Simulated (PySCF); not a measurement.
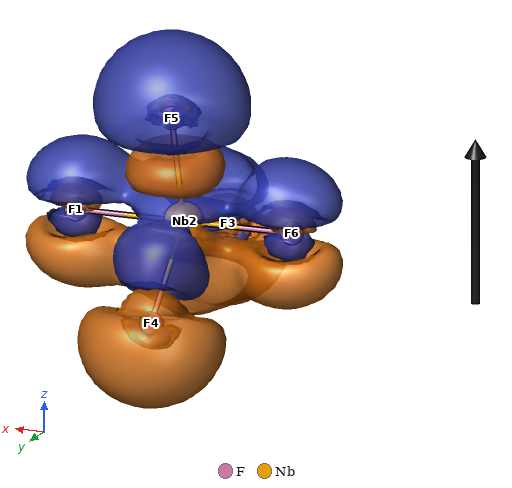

*F5Nb, SMILES `F[Nb](F)(F)(F)F`. Change of the electron density in a uniform field of 0.10 V/Å along +z (arrow), surfaces at ±0.0004 e/Å³ (orange: gain, blue: loss).*

Computed with PySCF, BP86/def2-TZVP, geometry: GFN2-xTB. Core potentials replace the inner electrons of Nb; spin–orbit coupling isn't included. This is a single-reference result, which may miss multireference character in this system. No frequency check shows the geometry to be a minimum. A basis without diffuse functions makes polarisabilities too small. GFN2-xTB bond lengths at metals and heavier atoms can be off by up to 0.1 Å and shapes distorted, which carries into these values.

The calculation's input:

```python
import numpy as np
from pyscf import gto, scf, dft
from pyscf.scf import atom_ks, atom_hf
from scipy.linalg import block_diag

def solve(mol, dm0=None, hcore=None):
    mf = (dft.UKS if mol.spin else dft.RKS)(mol, xc='bp86')
    mf.grids.level = 3
    mf = mf.density_fit(auxbasis='def2-universal-jkfit')
    mf.conv_tol, mf.max_cycle = 1e-8, 80
    if hcore is not None:
        mf.get_hcore = lambda *args: hcore
    mf.kernel(dm0)
    if not mf.converged:
        mf = mf.newton().run(mf.mo_coeff, mf.mo_occ, max_cycle=30)
    assert mf.converged, 'SCF not converged'
    return mf

mol = gto.M(atom='''
F      1.78529    -0.00020    -0.00140
Nb    -0.00011    -0.00005    -0.00004
F     -0.00059    -1.75524    -0.47296
F     -0.00093     1.28735    -1.28351
F      0.00207     0.46804     1.75659
F     -1.78534     0.00025     0.00146
''', basis='def2-tzvp', ecp={'Nb': 'def2-tzvp'}, charge=0, spin=0, verbose=4)
field = np.array([-0.0, -0.0, -0.002])  # atomic units
mol.set_common_orig(mol.atom_charges() @ mol.atom_coords() / mol.atom_charges().sum())
mf = solve(mol)
out = dict(dm0=mf.make_rdm1(), d0=mf.dip_moment(unit='AU'), e0=mf.e_tot)
for name, sign in (('p', 1), ('m', -1)):
    h = mf.get_hcore() + sign * np.einsum('x,xij->ij', field, mol.intor('int1e_r'))
    mi = solve(mol, mf.make_rdm1(), h)
    out.update({'dm' + name: mi.make_rdm1(), 'd' + name: mi.dip_moment(unit='AU'), 'e' + name: mi.e_tot})
# spherically averaged free atoms, for the promolecule
atom_ks.AtomSphAverageRKS.init_guess_by_vsap = lambda self, mol=None: self.init_guess_by_minao(mol)  # core potentials
atm = atom_ks.get_atm_nrks(mol, xc='bp86')
pro = block_diag(*[(atm[a[0]][2] * atm[a[0]][3]) @ atm[a[0]][2].T for a in mol._atom])
np.savez('result.npz', pro=pro, **out)
```

Run with:

```sh
OMP_NUM_THREADS=1 python input.py
```

The run took 100 s on 1 thread of Arm Neoverse N1 (shared host), peak memory 0.65 GiB.

Partitions, critical points and surface values were worked out afterwards from this run's density.

The field was applied in both directions; the picture shows the one opposite to the script's first.

Q: What dipole is induced, and what polarisability does it imply?

A: The induced dipole is 0.19 D (along the field); α along this axis, from the fields in both directions, is 36 bohr³ (5.4 Å³).
